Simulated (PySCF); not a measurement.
# BH2F (SMILES BF): SOGGA11/aug-pc-1

Aim: the energy difference between two shapes of BH2F at SOGGA11/aug-pc-1, from 2 runs. 

The calculation is run with PySCF 2.14.0.

6 further runs of the same task are left out: 6 set aside as unsound or not needed.

**1. The structure to begin with**

The species is BH2F (4 atoms), meant as a singlet with charge 0. As SMILES, `BF`. Geometry: relaxed at PBE0-D4/def2-TZVP.

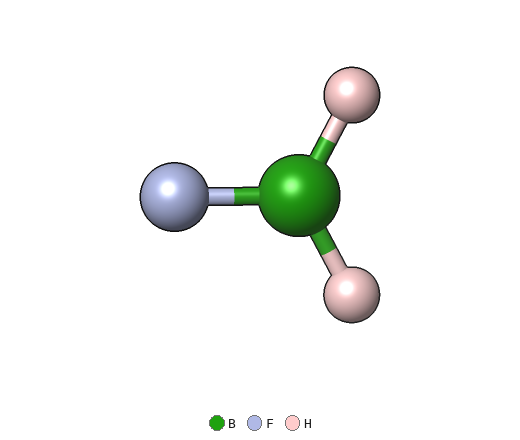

The structure, seen from a chosen angle (boron green, fluorine light blue, hydrogen pink).

**2. Energy and forces at SOGGA11/aug-pc-1**

The input, mol.xyz:

```xyz
4

B     -0.027300    -0.004000    -0.030800
F      1.061200    -0.296700     0.649900
H     -1.012500    -0.649100     0.186200
H      0.034200     0.889600    -0.825600
```

The input, input.py:

```python
import pyscf.grad
from pyscf import gto, dft
from pyscf.pbc.tools.pyscf_ase import PySCF, ase_atoms_to_pyscf
from ase.io import read

atoms = read('mol.xyz')

system = gto.M(
    atom=ase_atoms_to_pyscf(atoms),
    basis='aug-pc-1',
    max_memory=1860,
    verbose=3,
    spin=0,
    charge=0,
)

mf = dft.RKS(system)
mf.xc = 'sogga11'
atoms.calc = PySCF(method=mf)

e_ev = atoms.get_potential_energy()
print('energy %.6f eV' % e_ev)
forces = atoms.get_forces()
print('forces (eV/A)')
print(forces.round(5))
print('dipole (e A)', atoms.get_dipole_moment().round(5))
```

Command:

```bash
$ OMP_NUM_THREADS=1 python input.py
```

Standard output:

```text
converged SCF energy = -125.885720467219
energy -3425.524934 eV
converged SCF energy = -125.88572046716
--------------- RKS_Scanner gradients ---------------
         x                y                z
0 B     0.0014348588    -0.0004026234     0.0009075046
1 F    -0.0083543745     0.0025288416    -0.0055096735
2 H     0.0081010160     0.0056867234    -0.0021280343
3 H    -0.0009349033    -0.0075880029     0.0065919259
----------------------------------------------
forces (eV/A)
[[-0.07378  0.0207  -0.04667]
 [ 0.4296  -0.13004  0.28332]
 [-0.41657 -0.29242  0.10943]
 [ 0.04807  0.39019 -0.33897]]
converged SCF energy = -125.885720467229
Dipole moment(X, Y, Z, Debye): -0.37981,  0.10234, -0.23722
dipole (e A) [-0.07908  0.02131 -0.04939]
```

Run time: 12 s. Hardware: 1 thread of Intel Xeon at 2.50GHz (Skylake/Cascade Lake), shared host; peak memory 0.49 GiB.

**3. The distorted shape, same level**

The input, mol.xyz:

```xyz
4

B     -0.010239    -0.003603    -0.035690
F      1.056700    -0.269169     0.663833
H     -0.996455    -0.659069     0.158911
H      0.052537     0.907522    -0.781802
```

The input, run.py:

```python
import pyscf.grad
from pyscf import gto, dft
from pyscf.pbc.tools.pyscf_ase import PySCF, ase_atoms_to_pyscf
from ase.io import read

atoms = read('mol.xyz')

system = gto.Mole()
system.atom = ase_atoms_to_pyscf(atoms)
system.basis = 'aug-pc-1'
system.verbose = 3
system.max_memory = 1860
system.charge = 0
system.build()

myscf = dft.RKS(system)
myscf.xc = 'sogga11'
atoms.calc = PySCF(method=myscf)

e_ev = atoms.get_potential_energy()
print('energy %.6f eV' % e_ev)
forces = atoms.get_forces()
print('forces (eV/A)')
print(forces.round(5))
print('dipole (e A)', atoms.get_dipole_moment().round(5))
```

Command:

```bash
$ OMP_NUM_THREADS=1 python run.py
```

Standard output:

```text
converged SCF energy = -125.884728116214
energy -3425.497931 eV
converged SCF energy = -125.884728116197
--------------- RKS_Scanner gradients ---------------
         x                y                z
0 B     0.0122345096     0.0007685337    -0.0006017530
1 F    -0.0187342151     0.0072306798    -0.0123620798
2 H     0.0068660784     0.0063706254    -0.0008482016
3 H    -0.0004557584    -0.0138523933     0.0137010246
----------------------------------------------
forces (eV/A)
[[-0.62912 -0.03952  0.03094]
 [ 0.96335 -0.37182  0.63568]
 [-0.35307 -0.32759  0.04362]
 [ 0.02344  0.71232 -0.70454]]
converged SCF energy = -125.88472811633
Dipole moment(X, Y, Z, Debye): -0.31028,  0.08389, -0.24374
dipole (e A) [-0.0646   0.01747 -0.05075]
```

Run time: 14 s. Hardware: 1 thread of Intel Xeon at 2.50GHz (Skylake/Cascade Lake), shared host; peak memory 0.49 GiB.

**4. Outcome**

At SOGGA11/aug-pc-1:

| quantity | value |
| --- | --- |
| first shape: total energy | -125.88572 Eh |
| first shape: dipole moment | 0.46 D |
| first shape: HOMO energy | -7.78 eV |
| first shape: LUMO energy | -2.21 eV |
| first shape: HOMO–LUMO gap | 5.57 eV |
| first shape: largest force on an atom | 0.531 eV/Å |
| distorted shape: total energy | -125.88473 Eh |
| distorted shape: dipole moment | 0.40 D |
| distorted shape: HOMO energy | -7.76 eV |
| distorted shape: LUMO energy | -2.14 eV |
| distorted shape: HOMO–LUMO gap | 5.61 eV |
| distorted shape: largest force on an atom | 1.213 eV/Å |
| energy change with the atoms displaced | 0.027 eV |

**Reading.** With the atoms displaced the energy rises by 0.03 eV (2.6 kJ/mol). The first shape isn't relaxed at this level, so the change isn't measured from a minimum. The largest force (first shape) is 0.53 eV/Å: the shape isn't a stationary point for this species at this level. Mulliken charges (first shape) run from -0.24 on F2 to +0.38 on B1; in a basis this large or diffuse they mean little. Mulliken charges (distorted shape) run from -0.22 on F2 to +0.38 on B1; in a basis this large or diffuse they mean little.
